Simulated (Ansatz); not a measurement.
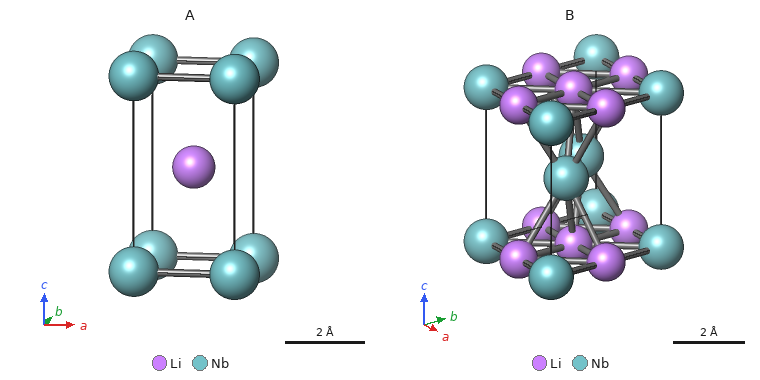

Two structures of LiNb, each relaxed to rest (conventional cells in solid outline, small ones repeated, not to one scale). Method: DFT PBE, scalar-relativistic, plane waves, PAW (Ansatz 0.2.0), without spin polarisation.

> What structure does each panel show?

A: 2 atoms a cell on a primitive tetragonal lattice, P4/mmm. B: 6 atoms a cell on a primitive hexagonal lattice, P6/mmm.

> Which polymorph is favoured?

A is lower, by 707 meV/atom at this level of theory (energies at zero smearing). Volumes: A 17.5, B 16.2 Å³/atom.

One or both may be structure types tried for this composition rather than known phases.
